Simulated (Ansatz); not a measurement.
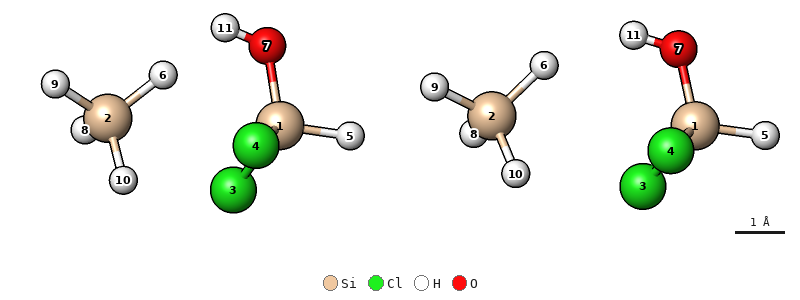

Two geometries of Si$_{2}$H$_{6}$OCl$_{2}$, drawn at one scale. One is the start of a relaxation, the other its converged end. The picture is a ball-and-stick view, seen face on.

Theory: RKS B3LYP-D4/def2-SVP in Ansatz 0.2.0. (no spin polarisation; force threshold 0.03 eV/Å; at most 50 steps)

Question: Which one is relaxed?

Answer: The right one is the relaxed one. The run prepares an end point of a later path (reaction) calculation, from a guessed geometry. The atom that moves furthest after the best rigid fit is H6 (0.44 Å). By element the largest moves are H 0.44 Å, Si 0.33 Å, Cl 0.32 Å, O 0.26 Å. Near-neighbour distances that change, for instance: Si2–Cl3 3.290 → 3.711 Å, Si1–O7 1.710 → 1.642 Å, Si2–H6 1.445 → 1.495 Å, Si2–H10 1.481 → 1.485 Å. Among the angles between lasting bonds that change: Cl3–Si1–Cl4 110.4° → 107.3°, Cl3–Si1–H5 106.8° → 109.7°, H5–Si1–O7 105.0° → 107.8°. The energy falls by 34.0 kJ/mol in 7 accepted moves (9 points after the start). The largest force component goes from 1.4 to 0.016 eV/Å. The line search rejected the trial steps at points 3, 6 of the run. The run took 31 s on 2 threads of Intel(R) Xeon(R) 6975P-C (Granite Rapids) (shared host), peak memory 0.31 GiB.
